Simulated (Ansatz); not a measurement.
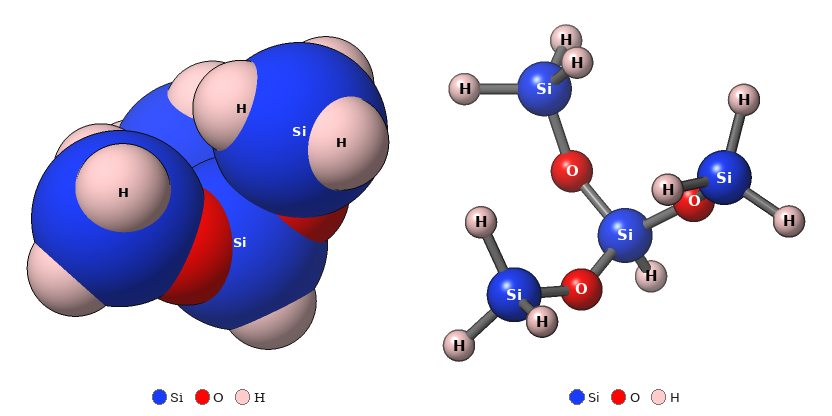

Two views of one molecule.

> Count the atoms of each element.

H₁₀O₃Si₄, 17 atoms: 10 hydrogen, 3 oxygen and 4 silicon.

> Count the bonded pairs by element.

10 Si–H, 6 O–Si. Sticks follow a distance rule.

More results for the same structure follow; atom numbers are the same in all pictures, views and colours differ. The computed structure is the end point of a PBE0-D4/def2-TZVP optimisation.

## Geometry

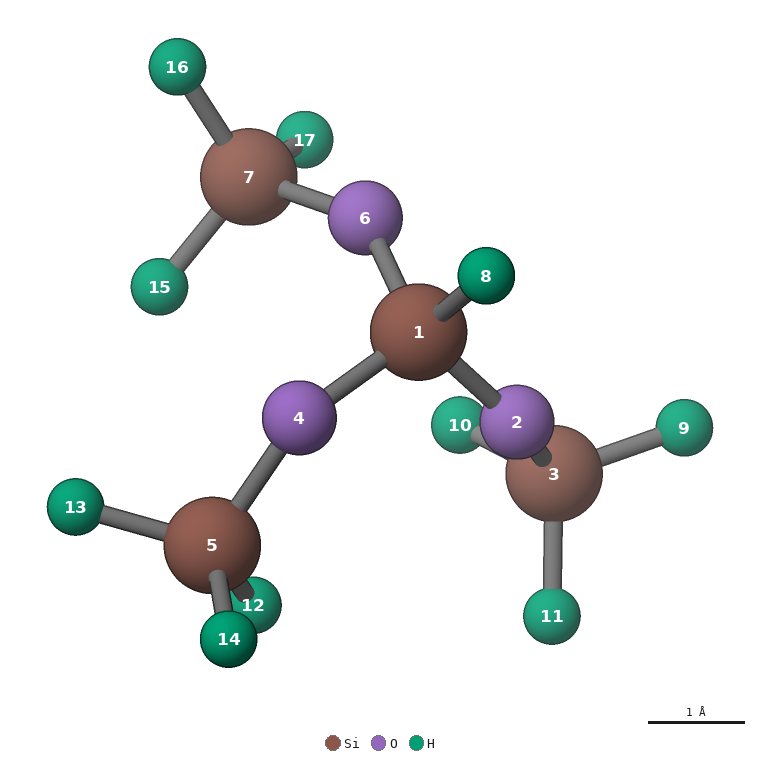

Give the bond lengths.

| bond | length (Å) |
| --- | --- |
| Si1–O2 | 1.622 |
| Si1–O4 | 1.623 |
| Si1–O6 | 1.623 |
| Si1–H8 | 1.467 |
| O2–Si3 | 1.638 |
| Si3–H9 | 1.483 |
| Si3–H10 | 1.487 |
| Si3–H11 | 1.483 |
| O4–Si5 | 1.638 |
| Si5–H12 | 1.487 |
| Si5–H13 | 1.483 |
| Si5–H14 | 1.483 |
| O6–Si7 | 1.638 |
| Si7–H15 | 1.488 |
| Si7–H16 | 1.483 |
| Si7–H17 | 1.483 |

## Vibrations

Harmonic vibrations computed with RKS PBE0-D4/def2-TZVP (Ansatz 0.2.0) at a stationary point of the same level.

> List the wavenumbers.

45 modes: 25, 27, 27, 37, 39, 54, 78, 90, 91, 306, 307, 428, 556, 646, 646, 724, 726, 726, 741, 741, 746, 868, 868, 950, 951, 951, 958, 958, 961, 976, 976, 998, 1119, 1120, 1141, 2218, 2219, 2221, 2240, 2240, 2241, 2242, 2242, 2243, 2322 cm⁻¹.

## Dipole moment

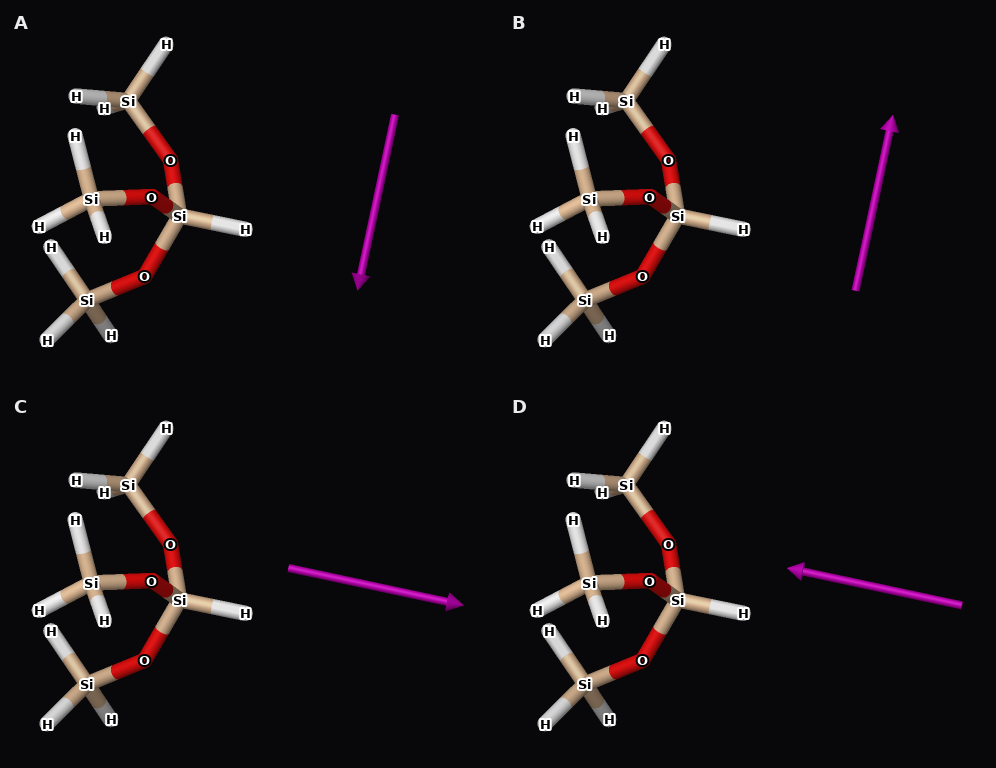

The same molecule four times, each with an arrow. Method: RKS PBE0-D4/def2-TZVP (Ansatz 0.2.0).

> Which arrow points along the dipole moment, from the negative to the positive end?

D. The dipole moment is 0.72 D.

## Charges

The questions are on Mulliken charges. Level of theory: RKS PBE0-D4/def2-TZVP (Ansatz 0.2.0).

Give the Mulliken charges atom by atom.

```csv
atom,value (e)
Si1,0.54
O2,−0.35
Si3,0.27
O4,−0.35
Si5,0.27
O6,−0.35
Si7,0.27
H8,−0.04
H9,−0.03
H10,−0.03
H11,−0.03
H12,−0.03
H13,−0.03
H14,−0.03
H15,−0.03
H16,−0.03
H17,−0.03
```

Mulliken values depend strongly on the basis set and can even reverse the polarity of a bond.
